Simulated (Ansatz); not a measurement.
## Electronic structure of C₂H₂ClFSi in real space

```yaml
atoms:
  - { symbol: F, position_ang: [1.1189, -1.3097, 1.5199] }
  - { symbol: C, position_ang: [0.4762, -0.5758, 0.6436] }
  - { symbol: C, position_ang: [-0.5203, -0.7440, -0.2264] }
  - { symbol: Cl, position_ang: [-1.5682, -1.9813, -0.7428] }
  - { symbol: Si, position_ang: [0.1367, 0.9742, -0.2558] }
  - { symbol: H, position_ang: [-0.5994, 2.1084, 0.3723] }
  - { symbol: H, position_ang: [1.0174, 1.4600, -1.3565] }
```

The calculation used UKS PBE0/def2-SVP in Ansatz 0.2.0.

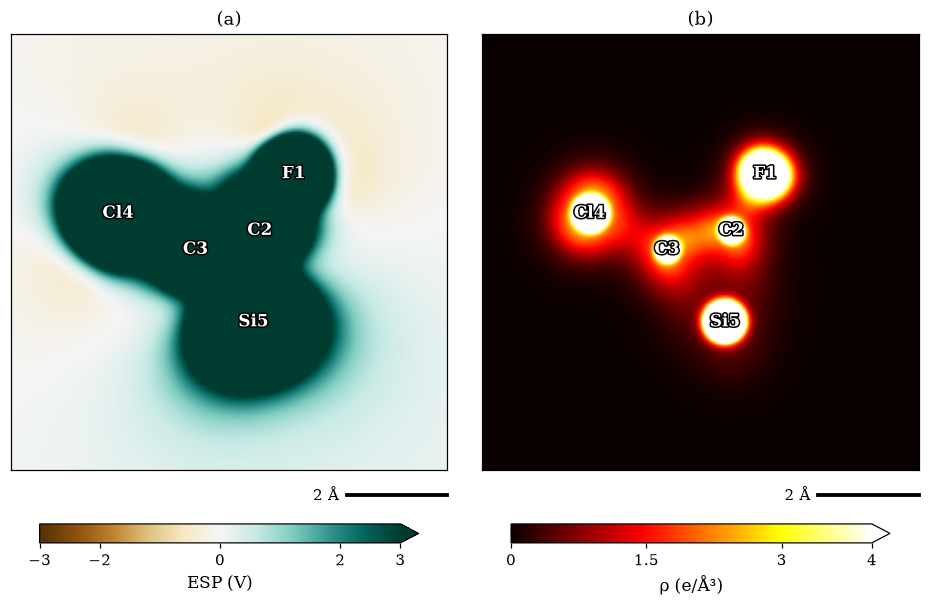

Figure 1. (a) molecular electrostatic potential; (b) electron density on the plane of atoms F1, C2 and C3.

**What does the map show?**

The section cuts through F, C, Cl and Si sites.
C–F (1.31 Å): ρ is about 2.5 e/Å³ halfway.
C–C (1.33 Å): ρ at the midpoint is about 2.2 e/Å³.
C–Cl (1.70 Å): ρ is about 1.5 e/Å³ halfway.
C–Si (1.82 Å): the density is about 0.86 e/Å³ at the midpoint.
Outside the dense part of the molecule the potential is most negative (−0.6 V) near F1.

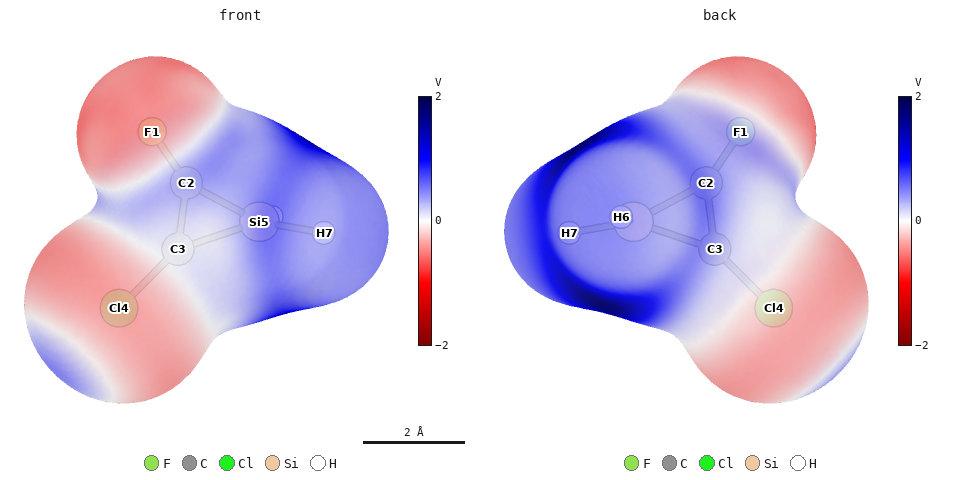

Figure 2. The molecular electrostatic potential painted on the density surface at 0.002 e/bohr³, seen from the front and from behind; red is negative and blue positive.

**Describe the electrostatic potential map.**

The most negative region (about −0.5 V) lies over F1, the most positive (about +1.8 V) over Si5. Cl4 shows a σ-hole: about +0.5 V at the tip opposite its bond, against about −0.4 V on its flanks.

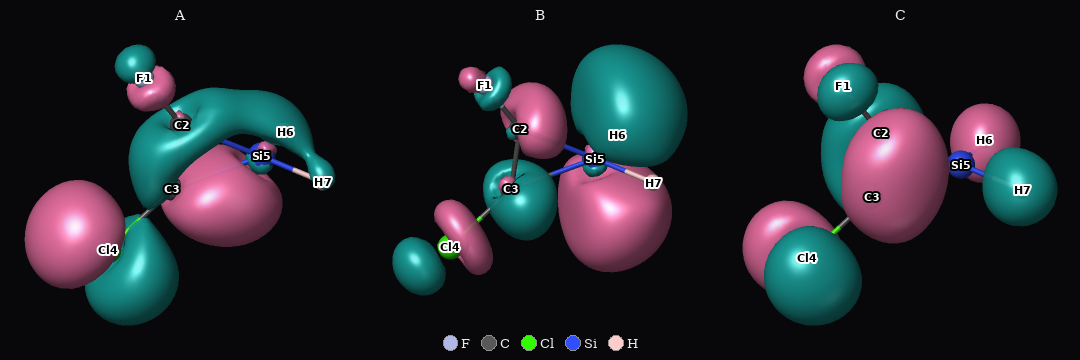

Figure 3. Three frontier orbitals at ±0.1 Å⁻³ᐟ² (teal and pink are the two phases), in no order.

**Order the three orbitals by energy and name them.**

A is the HOMO−1 (−8.24 eV). Its weight (Hirshfeld) is mainly on Cl4 (about 50 %), C3 (about 20 %), Si5 (about 20 %) and C2 (about 5 %). C is the HOMO (−7.63 eV). It lies mainly on Cl4 (about 30 %), C2 (about 25 %), C3 (about 20 %) and F1 (about 10 %). B is the LUMO (−0.47 eV). By Hirshfeld shares it lies mainly on Si5 (about 60 %), C3 (about 10 %), C2 (about 10 %) and Cl4 (about 5 %).

**What is the HOMO–LUMO gap?**

7.16 eV between the orbital energies.
